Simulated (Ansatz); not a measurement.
## Electronic structure of AlHO···H₂ in real space

The calculation's input:

```
crystal:
  periodic: [false, false, false]
  atoms:
    - {symbol: Al, position_ang: [-1.114803, -0.560398, 1.946648]}
    - {symbol: H, position_ang: [0.319593, -0.440968, -1.506462]}
    - {symbol: H, position_ang: [0.502028, -0.596534, -2.214559]}
    - {symbol: O, position_ang: [-0.129645, 0.432886, 1.013429]}
    - {symbol: H, position_ang: [0.422928, 1.165113, 0.760943]}
basis:
  gaussian: {orbitals: def2-TZVPP}
hamiltonian: {xc: pbe0, dispersion: d4}
output: {orbitals: {seedname: orbitals}}
```

Launched as:

```sh
ansatz run in.yaml --threads 2 --pin off --events-out ev --progress --plain --max-ram 4352MiB
```

The product side of a reaction path; geometry: PBE0-D4/def2-TZVP.

All numbers below come from RKS PBE0-D4/def2-TZVPP in Ansatz.

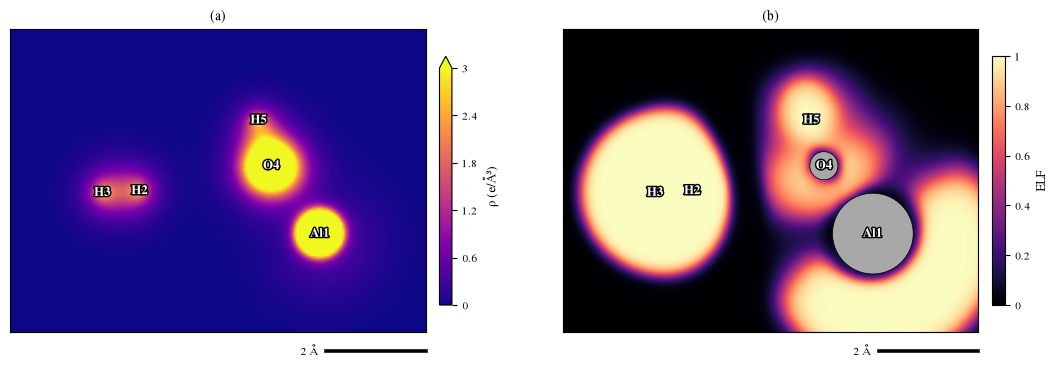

Figure 1. (a) electron density; (b) electron localisation function on the molecular plane. Grey discs cover the atomic cores in the ELF map.

> Describe what can be read from this map.

The section cuts through Al, H and O sites. O4···H2 (2.70 Å): the density falls to about 0.04 e/Å³ on the way; the ELF dips to about 0 between them (a weak contact between the two molecules). Al–O (1.68 Å): ρ at the midpoint is about 0.85 e/Å³; the ELF peaks at about 0.80 in the valence shell of O, 0.6 Å from its nucleus, and is about 0.35 at the midpoint. H–H (0.75 Å): ρ at the midpoint is about 1.8 e/Å³; the ELF is about 1 at the midpoint. O–H (0.95 Å): the density is about 3.9 e/Å³ at the midpoint; the ELF climbs to about 1 towards the hydrogen, as it does in any bond to H; a covalent bond by its length. The ELF also peaks beside O4, away from the bonds: lone-pair regions.

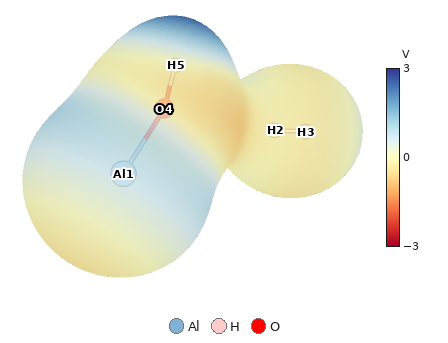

Figure 2. The electrostatic potential painted on the density surface at 0.002 e/bohr³, seen at a tilt; red is negative and blue positive.

> Where is the surface potential most negative and most positive?

The most negative region (about −0.8 V) lies over O4, the most positive (about +2.5 V) over H5.

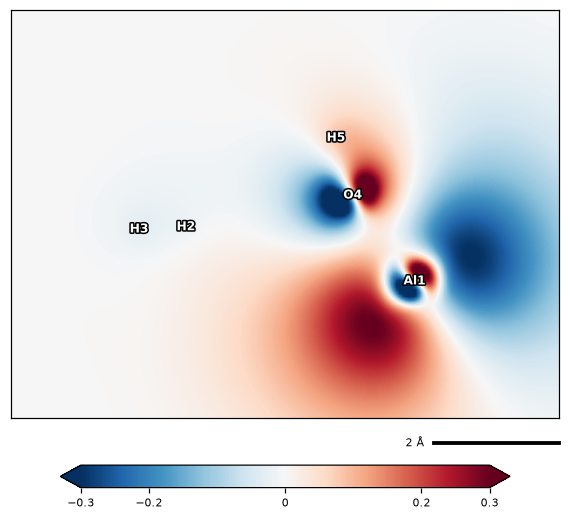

Figure 3. One frontier orbital on the molecular plane (values in Å⁻³ᐟ²; the overall sign is arbitrary).

> Which orbital is it: HOMO or LUMO?

The LUMO, at −0.87 eV. Its weight (Hirshfeld) is mainly on Al1 (about 90 %) and O4 (about 5 %); it is symmetric in the molecular plane (an in-plane orbital: σ, lone-pair or in-plane π type).
